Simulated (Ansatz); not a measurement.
**CH₅AlO (SMILES C[O][AlH2]): single points off equilibrium**

Aim: energy, forces and dipole at a structure displaced at random from a GFN2-xTB minimum, from CCSD(T) and from density functionals.

The runs use Ansatz 0.2.0, Gaussian basis; single points in def2-TZVPP.

Correlated methods freeze the cores.

## (1) The starting structure

SMILES `C[O][AlH2]`, 8 atoms, charge 0, spin multiplicity 1.

Atoms are counted from 1 here; the program's logs count them from 0.

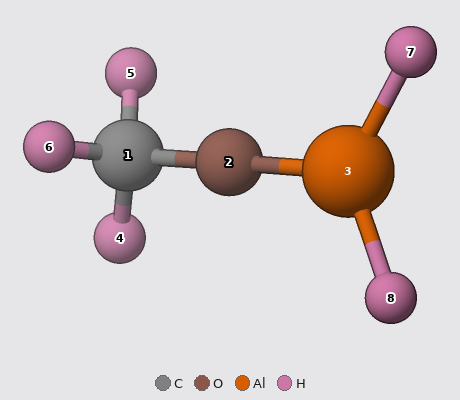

Start geometry, drawn with carbon grey, oxygen brown, aluminium orange, hydrogen pink; atoms are numbered from 1 in the order of the file.

As a file:

| atom | x (Å) | y (Å) | z (Å) |
| --- | --- | --- | --- |
| C1 | -0.5340 | 1.2043 | -0.4496 |
| O2 | 0.0352 | -0.0439 | 0.0167 |
| Al3 | 0.6955 | -1.5001 | 0.5275 |
| H4 | -1.2810 | 1.0486 | -1.3824 |
| H5 | 0.2874 | 1.9127 | -0.7510 |
| H6 | -1.0477 | 1.7230 | 0.3413 |
| H7 | 2.1784 | -1.4896 | 1.1715 |
| H8 | -0.2035 | -2.8243 | 0.4072 |

## (2) CCSD(T)/def2-TZVPP

The input, run/in.yaml:

```yaml
crystal:
  periodic: [false, false, false]
  atoms:
    - {symbol: C, position_ang: [-0.534000, 1.204300, -0.449600]}
    - {symbol: O, position_ang: [0.035200, -0.043900, 0.016700]}
    - {symbol: Al, position_ang: [0.695500, -1.500100, 0.527500]}
    - {symbol: H, position_ang: [-1.281000, 1.048600, -1.382400]}
    - {symbol: H, position_ang: [0.287400, 1.912700, -0.751000]}
    - {symbol: H, position_ang: [-1.047700, 1.723000, 0.341300]}
    - {symbol: H, position_ang: [2.178400, -1.489600, 1.171500]}
    - {symbol: H, position_ang: [-0.203500, -2.824300, 0.407200]}
basis:
  gaussian: {orbitals: def2-TZVPP}
correlation: {method: ccsd_t}
output: {forces: true}
```

The command line of these runs was not kept.

## (3) PBE0-D4/def2-TZVPP

run/in.yaml: that of step 2 with these lines changed.

```diff
@@ -13,3 +13,3 @@
   gaussian: {orbitals: def2-TZVPP}
-correlation: {method: ccsd_t}
-output: {forces: true}
+hamiltonian: {xc: pbe0, dispersion: d4}
+output: {forces: true, orbitals: {seedname: orbitals}}
```

## (4) wB97M-V/def2-TZVPP

run/in.yaml: that of step 3 with these lines changed.

```diff
@@ -13,3 +13,3 @@
   gaussian: {orbitals: def2-TZVPP}
-hamiltonian: {xc: pbe0, dispersion: d4}
-output: {forces: true, orbitals: {seedname: orbitals}}
+hamiltonian: {xc: {name: wB97M-V}}
+output: {forces: true}
```

## (5) r2SCAN-D4/def2-TZVPP

run/in.yaml: that of step 4 with these lines changed.

```diff
@@ -13,3 +13,3 @@
   gaussian: {orbitals: def2-TZVPP}
-hamiltonian: {xc: {name: wB97M-V}}
+hamiltonian: {xc: r2scan, dispersion: d4}
 output: {forces: true}
```

## (6) PBE-D4/def2-TZVPP

run/in.yaml: that of step 5 with these lines changed.

```diff
@@ -13,3 +13,3 @@
   gaussian: {orbitals: def2-TZVPP}
-hamiltonian: {xc: r2scan, dispersion: d4}
+hamiltonian: {xc: pbe, dispersion: d4}
 output: {forces: true}
```

## (7) HSE06-D4/def2-TZVPP

run/in.yaml: that of step 6 with these lines changed.

```diff
@@ -13,3 +13,3 @@
   gaussian: {orbitals: def2-TZVPP}
-hamiltonian: {xc: pbe, dispersion: d4}
+hamiltonian: {xc: hse06, dispersion: d4}
 output: {forces: true}
```

## (8) wB97X-V/def2-TZVPP

run/in.yaml: that of step 7 with these lines changed.

```diff
@@ -13,3 +13,3 @@
   gaussian: {orbitals: def2-TZVPP}
-hamiltonian: {xc: hse06, dispersion: d4}
+hamiltonian: {xc: {name: wB97X-V}}
 output: {forces: true}
```

(Steps that only read results are left out.)

Before running it: what results should come out? Wanted: energy less free atoms, CCSD(T)/def2-TZVPP; RMS force component; RMS force error; HOMO and LUMO, PBE0-D4; T1 diagnostic.

The runs gave:

```
                                  quantity                                                                                            value
energy less free atoms, CCSD(T)/def2-TZVPP                                                                                  -622.8 kcal/mol
                       RMS force component                                                             0.801 to 0.870 eV/Å over the methods
                           RMS force error  PBE0-D4 0.110, wB97M-V 0.045, r2SCAN-D4 0.040, PBE-D4 0.141, HSE06-D4 0.111, wB97X-V 0.039 eV/Å
                    HOMO and LUMO, PBE0-D4                                                                               -7.63 and -0.88 eV
                             T1 diagnostic                                                                                            0.013
```

**Reading.** Against CCSD(T) the functionals' energies less atoms differ by -18.3 to -7.0 kcal/mol, PBE-D4 by -18.3 kcal/mol. A larger basis would deepen the CCSD(T) value, while the functionals are nearly converged already, so the order here is not reliable. For forces wB97X-V does best and PBE-D4 worst. Frozen-core CCSD(T) forces in triple zeta carry basis errors of their own, and this is one geometry, so small gaps rank nothing.
